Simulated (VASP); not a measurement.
Band structure of Cd₂TeS (space group P3m1). Method: r2SCAN meta-GGA, VASP's PBE PAW potentials (set 64) (plane waves; VASP).

Unless said otherwise, spin-orbit coupling is left out, though it shifts the bands of the heavy elements here.

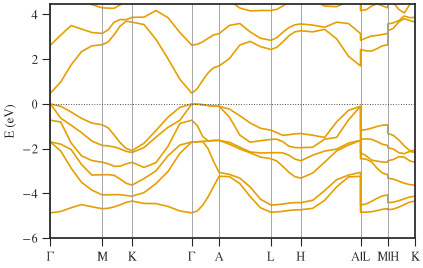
*Bands along high-symmetry lines, zero at the valence-band maximum or, without a gap, the Fermi level*

**Question.** Read the plot: is there a gap, and where are the band edges?

**Answer.** The gap is direct, 0.48 eV, from the valence maximum at Γ to the conduction minimum at Γ.

The structure comes from a computed database's Cd2TeS entry (P3m1); how it stands against other phases isn't given here. It was relaxed first.
